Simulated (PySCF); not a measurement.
**CH3N, SMILES `C=N`: what the electrons do**

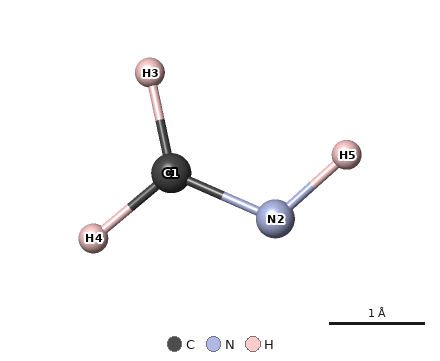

The molecule, with its atoms numbered as below. No frequency check shows the geometry to be a minimum.

Coordinates in Å:

```
C1       0.5811   -0.0314    0.0000
N2      -0.6544    0.1480    0.0000
H3       1.1009   -0.9959    0.0000
H4       1.2167    0.8461    0.0000
H5      -1.2232   -0.6985    0.0000
```

## 1. Bonding charge

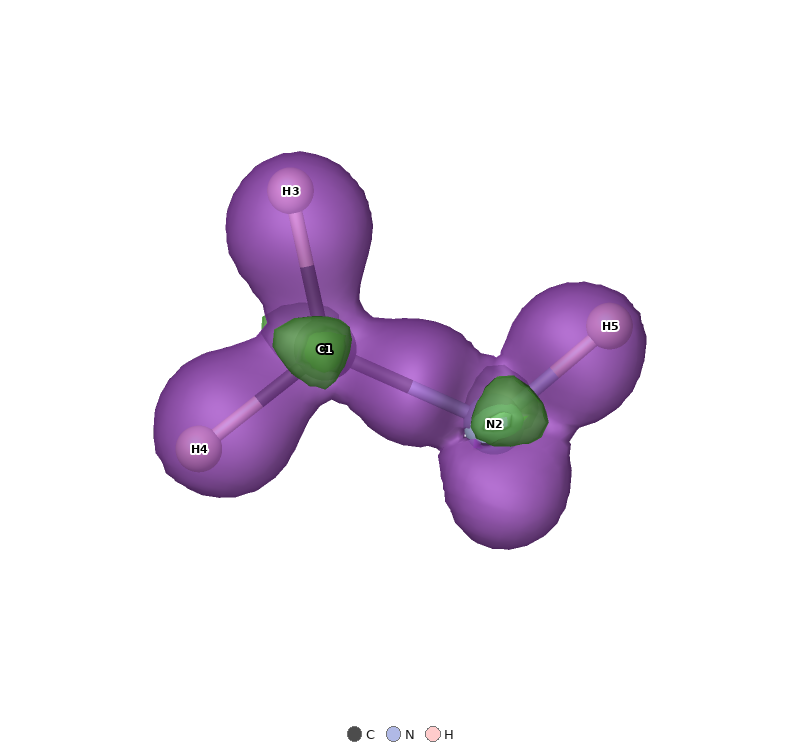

Deformation density (molecule less spherical, spin-averaged free atoms at the same positions), surfaces at ±0.15 e/Å³; purple: gain, green: loss.

PySCF calculation, PBE0/def2-SVPD, gas phase; geometry: GFN2-xTB.

Question: Describe the bonding that the map shows.

Answer: N2–H5: +0.84 e/Å³ at the bond critical point (bond length 1.02 Å). C1–H4: +0.76 e/Å³ at the bond critical point (bond length 1.08 Å). C1–H3: +0.72 e/Å³ at the bond critical point (bond length 1.10 Å). C1–N2: +0.68 e/Å³ at the bond critical point (bond length 1.25 Å). In all, 1.1 electrons gather in the regions of gain relative to the promolecule.

Question: Where do the Hirshfeld charges lie?

Answer: The highest Hirshfeld charge is on H5 (+0.10 e), the lowest on N2 (−0.21 e).

| atom | charge (e) |
| --- | --- |
| C1 | +0.01 |
| N2 | −0.21 |
| H3 | +0.05 |
| H4 | +0.05 |
| H5 | +0.10 |

## 2. Bond critical points

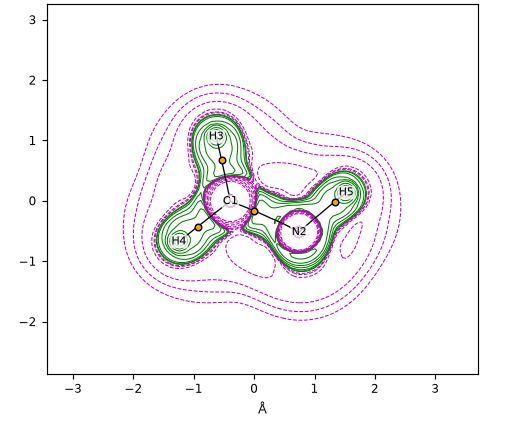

Negative Laplacian of the density (−∇²ρ) in the molecular plane (solid green lines positive, dashed magenta lines negative, contours at ±0.02 to ±8 a.u.), with bond paths and bond critical points (dots).

Question: Sort the bonds in the plane by the sign of ∇²ρ at their critical points.

Answer: Concentrated (∇²ρ < 0): C1–N2 (−0.67 a.u.); N2–H5 (−1.56 a.u.); C1–H4 (−1.13 a.u.); C1–H3 (−1.05 a.u.). At none is it depleted.

Question: Where along N2–H5 does the critical point lie?

Answer: 0.77 Å from N2 and 0.25 Å from H5.

## 3. Local ionisation energy

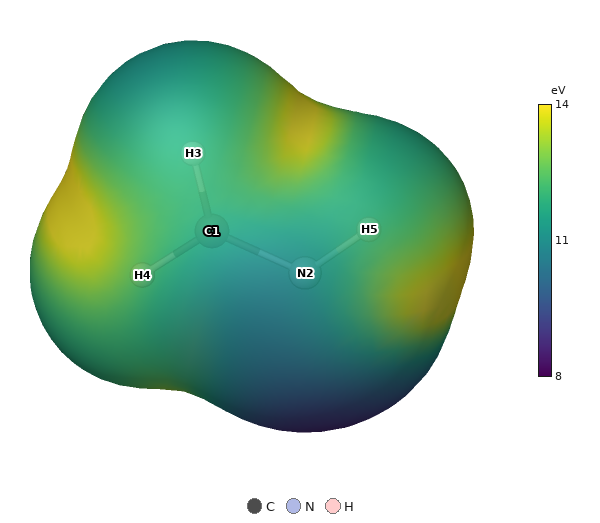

Average local ionisation energy on the surface of electron density 0.001 a.u.

Question: Where are the most loosely bound electrons on this surface?

Answer: The lowest value is 8.4 eV, 2.0 Å from N2. Further minima include 11.2 eV, 1.4 Å from H3; 11.6 eV, 1.3 Å from H5; 11.7 eV, 1.3 Å from H4. For comparison, the highest occupied orbital lies at −7.6 eV.

## 4. Excited states

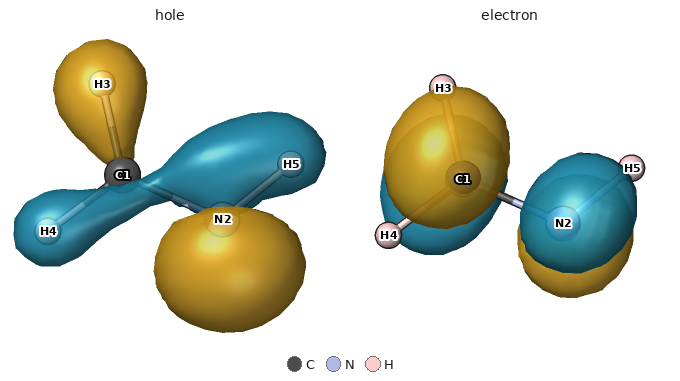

Leading natural transition orbital pair of S₁ (full linear response singlet states); the surfaces enclose about 70 % of each orbital's density.

Computed with PySCF, ωB97X/6-311G**, geometry: GFN2-xTB. Without diffuse functions Rydberg states are missing, so the states' numbers hold for this basis only.

Question: Characterise the state.

Answer: 5.18 eV (239 nm), f = 0.003, n → π*; the leading pair carries 100 %; hole on N2 (64 %), C1 (14 %) and H3 and H5 (8 % each), electron on C1 (44 %), N2 (40 %) and H3 and H4 (6 % each); their centroids lie 0.5 Å apart. In canonical orbitals it is mainly HOMO → LUMO (100 %). The HOMO–LUMO gap is 12.25 eV.

## 5. Removing or adding an electron

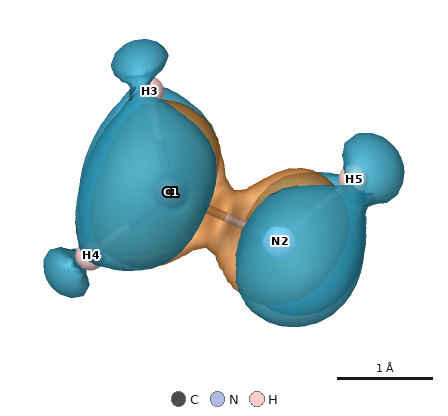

Fukui function f⁺ = ρ(N+1) − ρ(N) at fixed geometry, surfaces at ±0.04 e/Å³ (light blue positive, orange negative).

PySCF calculation, PBE/def2-SVP, gas phase; geometry: GFN2-xTB.

Question: Which atoms respond most to the addition of an electron?

Answer: f⁺ (Hirshfeld-condensed) is largest on C1 (0.34) and N2 (0.28); the vertical electron affinity is −2.80 eV (the stability of the anion's solution wasn't checked; negative, but this basis has no diffuse functions, so it doesn't show that the anion is unbound). Condensed values hint at sites of nucleophilic attack but needn't mark the atom that reacts. Orbital relaxation makes it negative in places (0.17 e in all).

```json
{"atom": "C1", "f⁺": "+0.34", "charge": "+0.01"}
{"atom": "N2", "f⁺": "+0.28", "charge": "−0.20"}
{"atom": "H3", "f⁺": "+0.14", "charge": "+0.04"}
{"atom": "H4", "f⁺": "+0.13", "charge": "+0.04"}
{"atom": "H5", "f⁺": "+0.11", "charge": "+0.11"}
```
